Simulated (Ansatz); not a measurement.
One crystal and one scan (frozen-phonon scan) at two levels, PBE (plane waves to 420 eV, PAW, scalar-relativistic; Ansatz, a quantum-chemistry and plane-wave program) and r2SCAN (plane waves to 500 eV, PAW, scalar-relativistic; Ansatz), each from its own relaxed cell and on its own mesh. The cell shown is that of PBE.

SiC (zinc blende)

```
SiC
1.0
    0.00000     4.37973     4.37973
    2.18986     0.00000     2.18986
    2.18986     2.18986     0.00000
C Si
2 2
Direct
  0.37500   0.75000   0.75000
  0.87500   0.75000   0.75000
  0.00000   0.00000   0.00000
  0.50000   0.00000   0.00000
```

A phonon eigenvector at L = (0.5, 0.0, 0.0) is frozen into this cell: atom i moves by Q times the vector below, so Q is the largest atomic displacement, in Å. The cell is held. It is one choice among 2 degenerate patterns. (q is in reciprocal vectors of the primitive cell; the cell shown is doubled to hold the pattern.)

```csv
atom,x,y,z
C1,0.285,-0.520,0.805
C2,-0.285,0.520,-0.805
Si3,0.109,-0.198,0.307
Si4,-0.109,0.198,-0.307
```

SiC was relaxed with its symmetry unable to fall. The PAW data are Ansatz's earlier set. Percentages come from the unrounded values.

```tsv
quantity	PBE	r2SCAN	PBE − r2SCAN
Lattice constant a (Å)	4.380	4.357	+0.023 (+0.5 %)
Band gap of the relaxed cell, no spin-orbit coupling (eV)	1.37	1.71	-0.34 (-20 %)
Harmonic wavenumber from the curvature (finite differences) (cm⁻¹ (negative: imaginary))	748	770	-22 (-2.9 %)
```

PBE gives the higher value for: lattice constant a. PBE gives the lower value for: band gap of the relaxed cell, no spin-orbit coupling; harmonic wavenumber from the curvature. Both give the same shape of the curve: a single well with its minimum at or next to zero displacement.

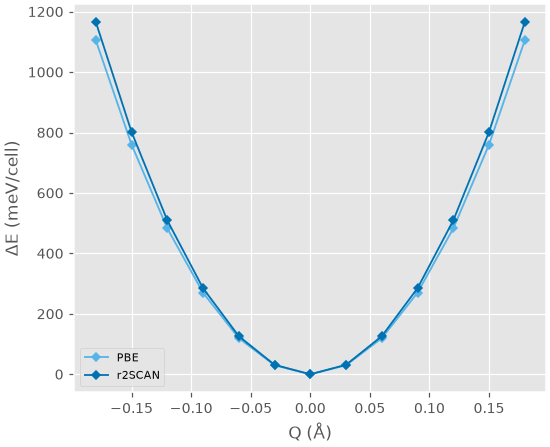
ΔE, each from the undisplaced structure of its own level.

(A displaced cell: forces are minus the slopes of the energy, force constants its curvatures, and phonons follow from these.)
